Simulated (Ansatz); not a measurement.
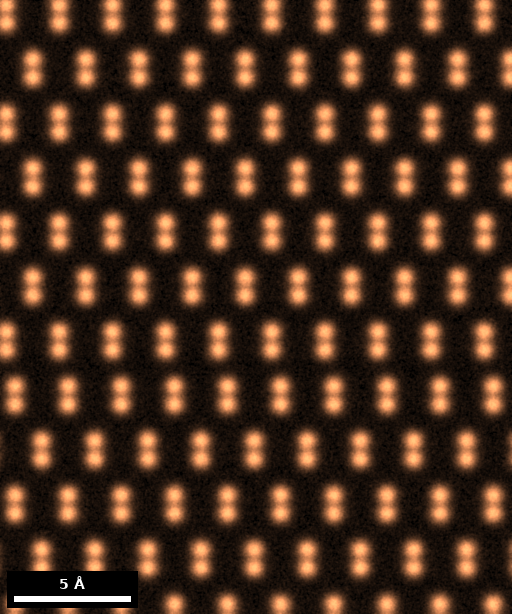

Z-contrast image of Ru (P6_3/mmc, No. 194) along [101]. The image is simulated as a sum over atoms of Z^1.7, blurred by a 0.55 Å probe (no channelling). The probe carries 15 % of its weight in a tail 2.5 times as wide. The display is stretched by a gamma of 0.65; percentages refer to the linear signal. Shot noise was added.

One planar defect was built into the perfect crystal by geometry alone, without relaxation. Host structure: the geometry relaxed at fixed volume with DFT r2SCAN, scalar-relativistic, plane waves, PAW (Ansatz).

### Find the planar defect and say what kind it is.

A planar fault (a stacking fault) runs horizontally about 16 Å below the top edge. The part above it is shifted along the boundary by 1/3 of the 2.28 Å repeat of the rows (0.8 Å to the right, the same as 1.5 Å to the left); both parts keep the same orientation.
